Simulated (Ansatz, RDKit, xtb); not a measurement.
**Si3NH8Br: ranking a sample of isomers**

A sample of isomers of Si3NH8Br is drawn. Aim: find which of them has the lowest free energy at 298.15 K, then its properties. The sample is small against all isomers, and the most stable one of this formula need not be in it.

The funnel: GFN2-xTB relaxations, single points with a density functional, relaxations at PBE-D3(BJ)/def2-SVP, harmonic vibrations (at GFN2-xTB), and a last energy at a higher level. All values are calculated.

### 1 Drawing up candidates

Isomers were taken from a list of plausible structures; this is a sample, not all of them. That gives 3 candidates.

```
label                    SMILES     spin
 c079  [SiH3]N[Si@@H]([SiH3])Br  singlet
 c521     [SiH3][SiH2]N[SiH2]Br  singlet
 c733   [SiH3]N([SiH3])[SiH2]Br  singlet
```

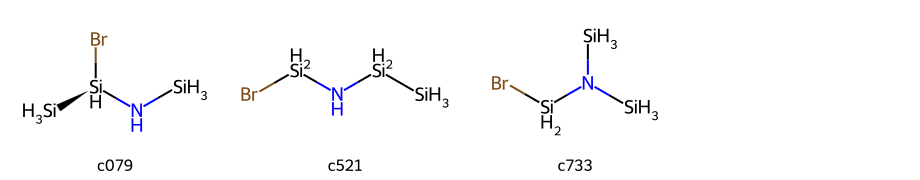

Structural formulas of the candidates.

Candidates are built by distance geometry, with a force field where one applies, in up to four conformers (letters a to d).

### 2 First filter: tight binding

All 10 starts are relaxed the same way. One of them, c521c (taken from a list of positional isomers, embedded by distance geometry and MMFF94), in full:

Input file start.xyz:

```xyz
13
c521c
Br    -2.120180    -0.176074     1.519000
N      0.073220     0.718420    -0.549933
Si     0.304476    -2.764525    -0.699461
Si     1.110757    -0.579811    -0.911666
Si    -0.248015     0.827555     1.075027
H      1.349753    -3.704630    -1.193124
H     -0.919253    -2.972848    -1.526243
H      0.001747    -3.019260     0.734478
H      1.472511    -0.347478    -2.347332
H      2.362204    -0.339877    -0.190969
H      0.492759     1.599420    -0.900348
H     -0.423276     2.290146     1.356367
H      0.876481     0.301751     1.911600
```

On the command line:

```sh
$ xtb start.xyz --gfn 2 --opt
```

Log:

```text
* xtb version 6.7.1
   ID    Z sym.   atoms
    1   35 Br     1
    2    7 N      2
    3   14 Si     3-5
    4    1 H      6-13

           -------------------------------------------------
          |                Calculation Setup                |
           -------------------------------------------------

          program call               : xtb start.xyz --gfn 2 --opt
          coordinate file            : start.xyz
          omp threads                :                     2

molecular fragmentation (1/2 indicates fragments):
1111111112112
# atoms in fragment 1/2:    11     2
 fragment masses (1/2) :      184.21        2.02
CMA distance (Bohr)    :   4.549
constraining FC (au)   :  0.0500

           -------------------------------------------------
          |                 G F N 2 - x T B                 |
           -------------------------------------------------

      * Hamiltonian:
        H0-scaling (s, p, d)           1.850000    2.230000    2.230000
        zeta-weighting                 0.500000
      * Dispersion:
        s8                             2.700000
        a1                             0.520000
        a2                             5.000000
        s9                             5.000000
      * Repulsion:
        kExp                           1.500000    1.000000
        rExp                           1.000000
      * Coulomb:
        alpha                          2.000000
        third order                    shell-resolved
        anisotropic                    true
        a3                             3.000000
        a5                             4.000000
        cn-shift                       1.200000
        cn-exp                         4.000000
        max-rad                        5.000000

[... 16 lines left out ...]
          :  -> SCF convergence          0.1000000E-05 Eh   :
[... 13 lines left out ...]
   *** convergence criteria satisfied after 16 iterations ***
[... 68 lines left out ...]
          :   energy convergence         0.5000000E-05 Eh   :
[... 27 lines left out ...]
 * total energy  :   -16.3443266 Eh     change       -0.4251888E-09 Eh
[... 33 lines left out ...]
 * total energy  :   -16.3600333 Eh     change       -0.3152794E-02 Eh
[... 33 lines left out ...]
 * total energy  :   -16.3624235 Eh     change       -0.8024389E-03 Eh
[... 33 lines left out ...]
 * total energy  :   -16.3635604 Eh     change       -0.4918665E-03 Eh
[... 33 lines left out ...]
 * total energy  :   -16.3638116 Eh     change       -0.1199069E-03 Eh
[... 33 lines left out ...]
 * total energy  :   -16.3638955 Eh     change       -0.4769275E-04 Eh
[... 33 lines left out ...]
 * total energy  :   -16.3639618 Eh     change       -0.2463386E-04 Eh
[... 33 lines left out ...]
 * total energy  :   -16.3640779 Eh     change       -0.5853499E-04 Eh
[... 33 lines left out ...]
 * total energy  :   -16.3641112 Eh     change       -0.9820810E-05 Eh
[... 33 lines left out ...]
 * total energy  :   -16.3641153 Eh     change       -0.1994893E-05 Eh
[... 7 lines left out ...]
 total energy gain   :        -0.0197887 Eh      -12.4176 kcal/mol
[... 59 lines left out ...]
          |                Final Singlepoint                |
[... 19 lines left out ...]
          :  -> wf. convergence          0.1000000E-03 e    :
[... 39 lines left out ...]
         :: total energy             -16.364115331533 Eh    ::
[... 55 lines left out ...]
     4  14 Si   3.706 --     2 N    0.985     9 H    0.887    10 H    0.883
                             3 Si   0.842
     5  14 Si   3.949 --     2 N    1.114     1 Br   1.067    13 H    0.876
                            12 H    0.875
     6   1 H    0.982 --     3 Si   0.901
     7   1 H    0.992 --     3 Si   0.901
     8   1 H    0.988 --     3 Si   0.898
[... 4 lines of this table left out ...]
    13   1 H    0.989 --     5 Si   0.876
 ---------------------------------------------------------------------------

Topologies differ in total number of bonds
Writing topology from bond orders to xtbtopo.mol

molecular dipole:
                 x           y           z       tot (Debye)
 q only:        0.675       0.043      -0.268
   full:        2.033       0.936      -0.351       5.759
molecular quadrupole (traceless):
                xx          xy          yy          xz          yz          zz
 q only:       -3.736      -1.518       2.003       1.919       1.859       1.734
  q+dip:      -14.503      -5.654       6.911       8.255       2.679       7.593
   full:      -14.790      -6.169       7.251       7.118       3.592       7.539

           -------------------------------------------------
          |                Geometry Summary                 |
           -------------------------------------------------

      molecular mass/u    :      186.2302531
   center of mass at/Å    :       -0.6967585      -0.4411733       0.3809700
  moments of inertia/u·Å² :        0.2325841E+03   0.5990400E+03   0.7804979E+03
rotational constants/cm⁻¹ :        0.7247974E-01   0.2814108E-01   0.2159856E-01

 * 12 selected distances

     #   Z          #   Z                                           value/Å
     2   7 N        4  14 Si                                      1.7527676
     3  14 Si       4  14 Si                                      2.3083323 (max)
     1  35 Br       5  14 Si                                      2.2188412
     2   7 N        5  14 Si                                      1.7127670
     3  14 Si       6   1 H                                       1.4679967
     3  14 Si       7   1 H                                       1.4633549
     3  14 Si       8   1 H                                       1.4695668
     4  14 Si       9   1 H                                       1.4683072
     4  14 Si      10   1 H                                       1.4757068
     2   7 N       11   1 H                                       1.0057685 (min)
     5  14 Si      12   1 H                                       1.4518053
     5  14 Si      13   1 H                                       1.4523167

 * 5 distinct bonds (by element types)

   Z      Z             #   av. dist./Å        max./Å        min./Å
   1 H    7 N           1     1.0057685     1.0057685     1.0057685
   1 H   14 Si          7     1.4641506     1.4757068     1.4518053
   7 N   14 Si          2     1.7327673     1.7527676     1.7127670
  14 Si  14 Si          1     2.3083323     2.3083323     2.3083323
  14 Si  35 Br          1     2.2188412     2.2188412     2.2188412

optimized geometry written to: xtbopt.xyz

           -------------------------------------------------
          | TOTAL ENERGY              -16.364115331533 Eh   |
          | GRADIENT NORM               0.000475098030 Eh/α |
          | HOMO-LUMO GAP               4.255180576121 eV   |
           -------------------------------------------------

------------------------------------------------------------------------
------------------------------------------------------------------------
 total:
 * wall-time:     0 d,  0 h,  0 min,  0.379 sec
 *  cpu-time:     0 d,  0 h,  0 min,  0.742 sec
 * ratio c/w:     1.957 speedup
 SCF:
 * wall-time:     0 d,  0 h,  0 min,  0.029 sec
 *  cpu-time:     0 d,  0 h,  0 min,  0.055 sec
 * ratio c/w:     1.866 speedup
 ANC optimizer:
 * wall-time:     0 d,  0 h,  0 min,  0.322 sec
 *  cpu-time:     0 d,  0 h,  0 min,  0.642 sec
 * ratio c/w:     1.990 speedup
```

Wall time 0.43 s (2 threads of AMD EPYC (Zen 3), shared host).

### 3 The minima found

10 of the 10 relaxations converged. 10 distinct structures remain:

```
label  start              SMILES after     spin  energy (kcal/mol)
c733b  drawn   [SiH3]N([SiH3])[SiH2]Br  singlet                0.0
c733a  drawn   [SiH3]N([SiH3])[SiH2]Br  singlet                0.6
c521c  drawn     [SiH3][SiH2]N[SiH2]Br  singlet               27.2
c521d  drawn     [SiH3][SiH2]N[SiH2]Br  singlet               27.4
c521a  drawn     [SiH3][SiH2]N[SiH2]Br  singlet               27.5
c079c  drawn  [SiH3]N[Si@@H]([SiH3])Br  singlet               27.6
c521b  drawn     [SiH3][SiH2]N[SiH2]Br  singlet               27.7
c079a  drawn  [SiH3]N[Si@@H]([SiH3])Br  singlet               27.7
c079b  drawn  [SiH3]N[Si@@H]([SiH3])Br  singlet               27.8
c079d  drawn  [SiH3]N[Si@@H]([SiH3])Br  singlet               28.0
```

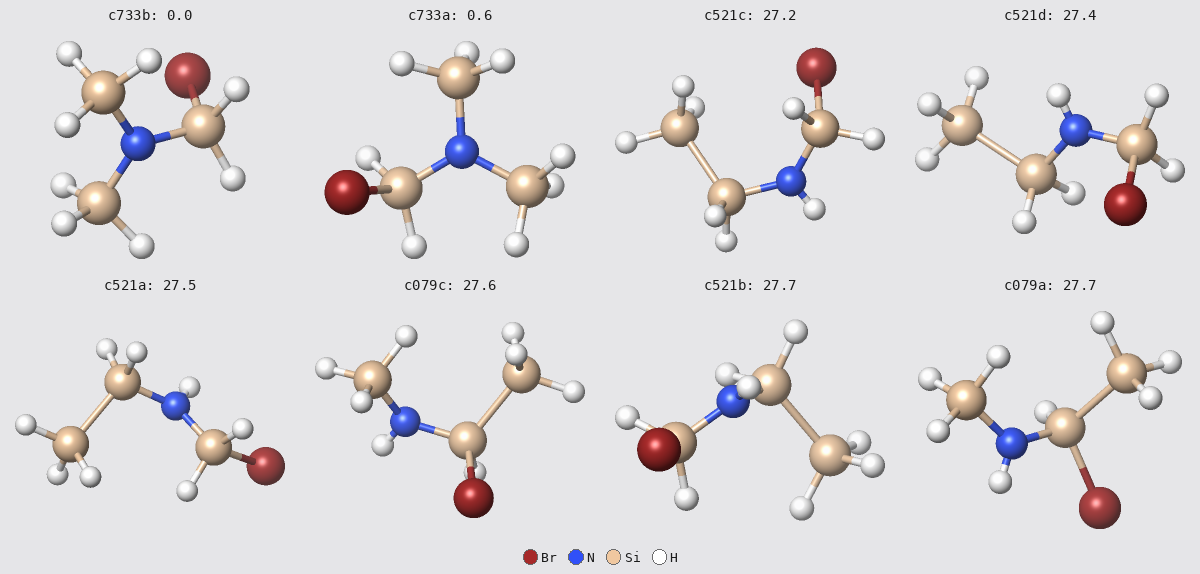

The 8 lowest minima that did not fall apart, with their GFN2-xTB energies in kcal/mol.

### 4 Single points on the low minima

A choice of the minima (the low ones first, few conformers of a pattern, up to a cap) and the lowest that fell apart get a single point at r2SCAN-D4/def2-SVP on the tight-binding geometry, and one at HF/STO-3G for comparison. The lowest singlets are also tried as triplets at the same geometry (label ending in t). Within 40 kcal/mol but not screened, among others: c521a, c521b, c079b, c079d. The first, c733b:

Input file input.yaml:

```yaml
crystal:
  periodic: [false, false, false]
  atoms:
    - {symbol: Br, position_ang: [2.401053, 3.253794, -1.777942]}
    - {symbol: "N", position_ang: [0.111704, 1.001167, -1.995043]}
    - {symbol: Si, position_ang: [-1.323322, 1.631049, -1.219002]}
    - {symbol: Si, position_ang: [0.811672, -0.491905, -1.412022]}
    - {symbol: Si, position_ang: [1.046500, 2.030350, -3.014510]}
    - {symbol: H, position_ang: [-2.205021, 0.492451, -0.994547]}
    - {symbol: H, position_ang: [-1.908795, 2.589366, -2.155467]}
    - {symbol: H, position_ang: [-0.949852, 2.291901, 0.032114]}
    - {symbol: H, position_ang: [1.667681, -0.990338, -2.487750]}
    - {symbol: H, position_ang: [1.597817, -0.222024, -0.207318]}
    - {symbol: H, position_ang: [-0.302079, -1.394355, -1.148737]}
    - {symbol: H, position_ang: [0.183829, 2.971892, -3.703475]}
    - {symbol: H, position_ang: [1.904308, 1.237996, -3.876052]}
basis:
  gaussian: {orbitals: def2-SVP}
hamiltonian: {xc: {name: r2SCAN}, dispersion: d4}
scf: {lower_state_search: off}
output: {orbitals: {seedname: orbitals}}
```

On the command line:

```sh
$ ansatz run input.yaml --threads 2 --pin off --max-ram 5220MiB --events-out events.jsonl --progress --plain --runs-dir runs
```

Log:

```text
Warning: RAYON_NUM_THREADS=2 ignored (pool sized by the plan → 2); use --threads N
Functional definition: r2SCAN
  name "r2SCAN"
  parameter k0 = 0.174
  parameter k1 = 0.065
  parameter a1 = 4.9479
  exchange = r2scan_x(k0 = k0, k1 = k1, a1 = a1)
  correlation = r2scan_c
these checks for a lower state are left out or cut short: stability, starts, cluster_reference, orbital_swaps, neighbouring_geometries, increment
1569 factors; their error is unknown
mean field evaluation 1: about -95275.7228 eV, gradient 5.5e1 eV
mean field evaluation 2: about -95252.6013 eV, gradient 1.1e2 eV
mean field evaluation 4: about -95281.9419 eV, gradient 3.9e0 eV
mean field evaluation 8: about -95281.9760 eV, gradient 5.3e-2 eV
mean field evaluation 16: about -95281.8225 eV, gradient 2.8e-5 eV
mean field -95281.82253349 eV, -3501.5423937669 hartree, gradient 4.6e-6 eV, S^2 0.000000; 0 other end points of the search recorded, 0 dependent functions left out
reference -95281.82254515 eV, -3501.5423941955 hartree; 46, 46 occupied and 94, 94 virtual orbitals, 1569 factors
Total energy: -95281.92767126 eV, -3501.5462575084 hartree
Checks for a lower state left out: stability, starts, cluster_reference, orbital_swaps, neighbouring_geometries, increment
```

Run time: 6.6 s. Hardware: 2 threads of AMD EPYC (Zen 3), shared host.

Relative energies in kcal/mol, each column from its lowest structure that stays in one piece:

```
 label                    SMILES     spin  GFN2-xTB  HF/STO-3G  r2SCAN-D4/def2-SVP
 c733b   [SiH3]N([SiH3])[SiH2]Br  singlet       0.0        0.0                 0.0
 c733a   [SiH3]N([SiH3])[SiH2]Br  singlet       0.6        0.9                 0.7
 c079c  [SiH3]N[Si@@H]([SiH3])Br  singlet      27.6        6.8                10.4
 c521c     [SiH3][SiH2]N[SiH2]Br  singlet      27.2        8.4                11.2
 c521d     [SiH3][SiH2]N[SiH2]Br  singlet      27.4        7.1                12.2
 c079a  [SiH3]N[Si@@H]([SiH3])Br  singlet      27.7       10.1                13.5
c733bt   [SiH3]N([SiH3])[SiH2]Br  triplet         –          –               133.2
c079ct  [SiH3]N[Si@@H]([SiH3])Br  triplet         –          –               134.6
```

Measured from c733b, GFN2-xTB misplaces c079c by 17 kcal/mol against r2SCAN-D4/def2-SVP, so minima dropped on its energies alone could hide the lowest isomer.

### 5 Third filter: density-functional geometries

3 candidates are relaxed at PBE-D3(BJ)/def2-SVP (chosen among the lowest in one piece, one conformer a pattern). The first, c733b:

input.yaml, as its differences from that of step 4:

```diff
@@ -4,3 +4,3 @@
     - {symbol: Br, position_ang: [2.401053, 3.253794, -1.777942]}
-    - {symbol: "N", position_ang: [0.111704, 1.001167, -1.995043]}
+    - {symbol: N, position_ang: [0.111704, 1.001167, -1.995043]}
     - {symbol: Si, position_ang: [-1.323322, 1.631049, -1.219002]}
@@ -18,4 +18,4 @@
   gaussian: {orbitals: def2-SVP}
-hamiltonian: {xc: {name: r2SCAN}, dispersion: d4}
+hamiltonian: {xc: pbe, dispersion: d3bj}
 scf: {lower_state_search: off}
-output: {orbitals: {seedname: orbitals}}
+relax: {f_tol: 0.006}
```

On the command line:

```sh
$ ansatz run input.yaml --threads 2 --pin off --max-ram 5220MiB --events-out events.jsonl --progress --plain --runs-dir runs
```

Log:

```text
Warning: RAYON_NUM_THREADS=2 ignored (pool sized by the plan → 2); use --threads N
The last accepted step is kept in runs//last_step.txt (removed where the run ends without a failure and the disk answers)
Functional definition: PBE
  name "PBE"
  parameter kappa = 0.804
  parameter beta = 0.06672455060314922
  exchange = pbe_x(kappa = kappa, mu = beta*pi^2/3)
  correlation = pbe_c(beta = beta)
these checks for a lower state are left out or cut short: stability, starts, cluster_reference, orbital_swaps, neighbouring_geometries, increment
1569 factors; their error is unknown
mean field evaluation 1: about -95251.6639 eV, gradient 6.2e1 eV
mean field evaluation 2: about -95213.5110 eV, gradient 1.3e2 eV
mean field evaluation 4: about -95259.7105 eV, gradient 5.4e0 eV
mean field evaluation 8: about -95259.7969 eV, gradient 1.1e-1 eV
mean field evaluation 16: about -95259.6445 eV, gradient 1.0e-4 eV
mean field -95259.64447776 eV, -3500.7273652514 hartree, gradient 3.2e-6 eV, S^2 0.000000; 0 other end points of the search recorded, 0 dependent functions left out
the calculation of the forces begins
reference -95259.64452040 eV, -3500.7273668185 hartree; 46, 46 occupied and 94, 94 virtual orbitals, 1569 factors
relax step   1: F+E_penalty+E_count = -95260.06781135 eV  Δ(F+E_penalty+E_count) = +0.000e0 eV  max|allowed force component| = 7.420e-1 eV/Å  Δτ_max = 0.0000 Å  (18 SCF iters, accepted)
these checks for a lower state are left out or cut short: stability, starts, cluster_reference, orbital_swaps, neighbouring_geometries, increment
1569 factors; their error is unknown
mean field -95259.88615719 eV, -3500.7362468068 hartree, gradient 2.2e-6 eV, S^2 0.000000; 0 other end points of the search recorded, 0 dependent functions left out
the calculation of the forces begins
reference -95259.88620029 eV, -3500.7362483909 hartree; 46, 46 occupied and 94, 94 virtual orbitals, 1569 factors
relax step   2: F+E_penalty+E_count = -95260.29656439 eV  Δ(F+E_penalty+E_count) = -2.288e-1 eV  max|allowed force component| = 1.940e-1 eV/Å  Δτ_max = 0.1139 Å  (19 SCF iters, accepted)
these checks for a lower state are left out or cut short: stability, starts, cluster_reference, orbital_swaps, neighbouring_geometries, increment
1569 factors; their error is unknown
mean field evaluation 32: about -95259.9084 eV, gradient 1.6e-1 eV
mean field -95259.90844155 eV, -3500.7370657420 hartree, gradient 1.2e-6 eV, S^2 0.000000; 0 other end points of the search recorded, 0 dependent functions left out
the calculation of the forces begins
reference -95259.90848485 eV, -3500.7370673331 hartree; 46, 46 occupied and 94, 94 virtual orbitals, 1569 factors
relax step   3: F+E_penalty+E_count = -95260.31628705 eV  Δ(F+E_penalty+E_count) = -1.972e-2 eV  max|allowed force component| = 9.068e-2 eV/Å  Δτ_max = 0.0329 Å  (19 SCF iters, accepted)
[... from here on, the SCF cycles and remarks between the steps are left out ...]
relax step   4: F+E_penalty+E_count = -95260.31812971 eV  Δ(F+E_penalty+E_count) = -1.843e-3 eV  max|allowed force component| = 2.976e-2 eV/Å  Δτ_max = 0.0163 Å  (20 SCF iters, accepted)
relax step   5: F+E_penalty+E_count = -95260.32073567 eV  Δ(F+E_penalty+E_count) = -2.606e-3 eV  max|allowed force component| = 2.785e-2 eV/Å  Δτ_max = 0.0666 Å  (19 SCF iters, accepted)
relax step   6: F+E_penalty+E_count = -95260.32221300 eV  Δ(F+E_penalty+E_count) = -1.477e-3 eV  max|allowed force component| = 4.873e-2 eV/Å  Δτ_max = 0.1005 Å  (19 SCF iters, accepted)
relax step   7: F+E_penalty+E_count = -95260.32312037 eV  Δ(F+E_penalty+E_count) = -9.074e-4 eV  max|allowed force component| = 3.010e-2 eV/Å  Δτ_max = 0.0169 Å  (20 SCF iters, accepted)
relax step   8: F+E_penalty+E_count = -95260.32069363 eV  Δ(F+E_penalty+E_count) = +2.427e-3 eV  max|allowed force component| = 2.101e-1 eV/Å  Δτ_max = 0.0435 Å  (20 SCF iters, rejected (line search))
relax step   9: F+E_penalty+E_count = -95260.32383258 eV  Δ(F+E_penalty+E_count) = -7.122e-4 eV  max|allowed force component| = 7.265e-3 eV/Å  Δτ_max = 0.0218 Å  (20 SCF iters, accepted)
relax step  10: F+E_penalty+E_count = -95260.32439091 eV  Δ(F+E_penalty+E_count) = -5.583e-4 eV  max|allowed force component| = 2.362e-2 eV/Å  Δτ_max = 0.0601 Å  (19 SCF iters, accepted)
relax step  11: F+E_penalty+E_count = -95260.32452673 eV  Δ(F+E_penalty+E_count) = -1.358e-4 eV  max|allowed force component| = 1.320e-2 eV/Å  Δτ_max = 0.0300 Å  (20 SCF iters, accepted)
relax step  12: F+E_penalty+E_count = -95260.32455992 eV  Δ(F+E_penalty+E_count) = -3.318e-5 eV  max|allowed force component| = 1.196e-2 eV/Å  Δτ_max = 0.0183 Å  (20 SCF iters, accepted)
relax step  13: F+E_penalty+E_count = -95260.32460647 eV  Δ(F+E_penalty+E_count) = -4.656e-5 eV  max|allowed force component| = 7.247e-3 eV/Å  Δτ_max = 0.0038 Å  (13 SCF iters, accepted)
these checks for a lower state are left out or cut short: stability, starts, cluster_reference, orbital_swaps, neighbouring_geometries, increment
1569 factors; their error is unknown
mean field -95259.91927594 eV, -3500.7374638986 hartree, gradient 2.6e-6 eV, S^2 0.000000; 0 other end points of the search recorded, 0 dependent functions left out
the calculation of the forces begins
reference -95259.91931921 eV, -3500.7374654885 hartree; 46, 46 occupied and 94, 94 virtual orbitals, 1569 factors
relax step  14: F+E_penalty+E_count = -95260.32461870 eV  Δ(F+E_penalty+E_count) = -1.223e-5 eV  max|allowed force component| = 1.039e-3 eV/Å  Δτ_max = 0.0034 Å  (12 SCF iters, accepted)
Total energy: -95260.32466196 eV, -3500.7523615599 hartree
Atom 0 at     2.495564     3.389296    -2.014708 Å, force    -0.000961    -0.000841    -0.000764 eV/Å
Atom 1 at     0.140932     1.027194    -1.974553 Å, force     0.000664     0.000666     0.000020 eV/Å
Atom 2 at    -1.318177     1.657528    -1.175994 Å, force     0.000147    -0.000071     0.000582 eV/Å
Atom 3 at     0.838538    -0.495141    -1.374674 Å, force    -0.000077     0.000095     0.000519 eV/Å
Atom 4 at     1.044097     2.034481    -3.084593 Å, force     0.001015     0.001039    -0.000416 eV/Å
Atom 5 at    -2.357042     0.570721    -1.138747 Å, force    -0.000471    -0.000242    -0.000151 eV/Å
Atom 6 at    -1.815335     2.830796    -1.970095 Å, force     0.000261    -0.000036    -0.000166 eV/Å
Atom 7 at    -1.038547     2.092126     0.237482 Å, force    -0.000154     0.000045     0.000036 eV/Å
Atom 8 at     1.926090    -0.915604    -2.320602 Å, force    -0.000033     0.000259    -0.000127 eV/Å
Atom 9 at     1.410409    -0.341706     0.008932 Å, force     0.000029    -0.000183     0.000062 eV/Å
Atom 10 at    -0.245446    -1.536417    -1.324558 Å, force    -0.000273    -0.000521    -0.000186 eV/Å
Atom 11 at     0.097869     2.922040    -3.832761 Å, force    -0.000040    -0.000169     0.000286 eV/Å
Atom 12 at     1.856545     1.166031    -3.994879 Å, force    -0.000107    -0.000041     0.000305 eV/Å
Dipole moment:    -0.222181    -0.216011    -0.069970 e Å
Checks for a lower state left out: stability, starts, cluster_reference, orbital_swaps, neighbouring_geometries, increment
```

Wall time 69 s (2 threads of AMD EPYC (Zen 3), shared host).

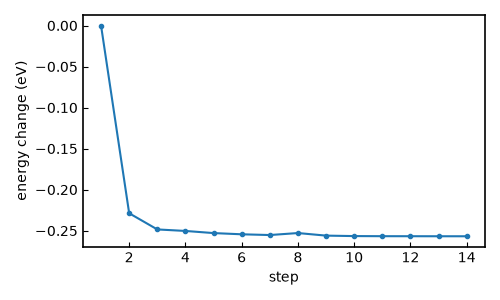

Energy along the run, all evaluated steps.

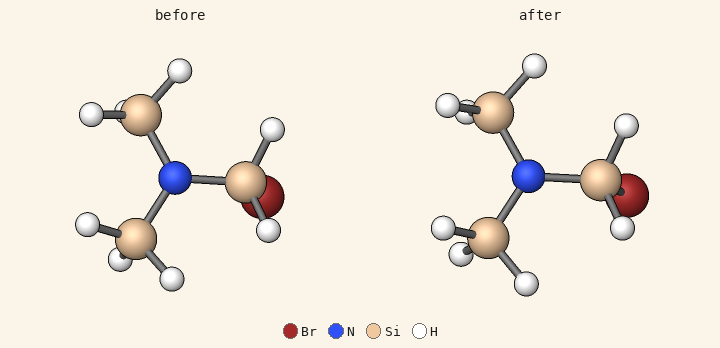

Before and after, at one scale.

After the run. Bond lengths: N2–Si3 1.779 Å, N2–Si4 1.779 Å, Br1–Si5 2.255 Å, N2–Si5 1.750 Å, Si3–H6 1.504 Å, Si3–H7 1.501 Å, Si3–H8 1.505 Å, Si4–H9 1.501 Å, Si4–H10 1.505 Å, Si4–H11 1.504 Å, Si5–H12 1.498 Å, Si5–H13 1.498 Å. Some angles: Si3–N2–Si4 118.3°, Si3–N2–Si5 120.3°, Si4–N2–Si5 120.3°, Br1–Si5–N2 112.1°, N2–Si3–H6 108.8°, N2–Si3–H7 108.1°, N2–Si3–H8 111.8°, N2–Si4–H9 108.1°, N2–Si4–H10 111.8°, N2–Si4–H11 108.7°.

[end of part 1 of 2]
